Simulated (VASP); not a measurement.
Consider the following.

```yaml
crystal:
  lattice:
    - [0.00000, 2.26110, 2.26110]
    - [2.26110, 0.00000, 2.26110]
    - [9.04305, 9.04305, 0.00133]
  atoms:
    - { symbol: Hf, position: [0.00144, 0.00144, 0.99892] }
    - { symbol: Hf, position: [0.99733, 0.99733, 0.25200] }
    - { symbol: Hf, position: [0.00267, 0.00267, 0.49800] }
    - { symbol: Hf, position: [0.99856, 0.99856, 0.75108] }
    - { symbol: N, position: [0.49436, 0.49436, 0.12923] }
    - { symbol: N, position: [0.50000, 0.50000, 0.37500] }
    - { symbol: N, position: [0.50564, 0.50564, 0.62077] }
    - { symbol: C, position: [0.50000, 0.50000, 0.87500] }
```

Computed with PBEsol GGA, VASP's PBE PAW potentials (set 64) (plane waves; VASP). Settings: 520 eV cut-off, 13×13×4 Γ-centred mesh, tetrahedra with Blöchl corrections, potentials Hf_pv N C.

Unless said otherwise, spin-orbit coupling is left out, though it shifts the bands of the heavy elements here.

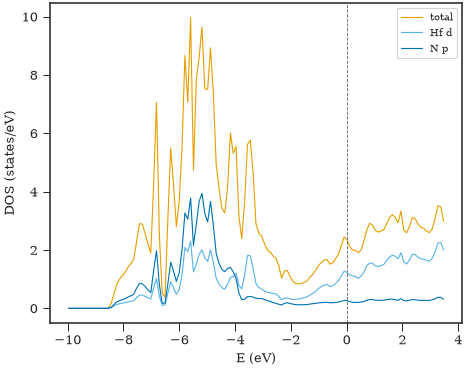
Figure. Total and projected density of states, zero at the Fermi level

Within 2 eV below the Fermi level the largest weight inside VASP's projection spheres is Hf d, then N p.

It has no gap at this level: it comes out as a metal or semimetal.

The structure was generated: Hf4CN3 was put into an ordered model structure (R-3m), which need not be its known phase. It was relaxed first. The electron count is odd and the run is not spin-polarised, which forces a metal.
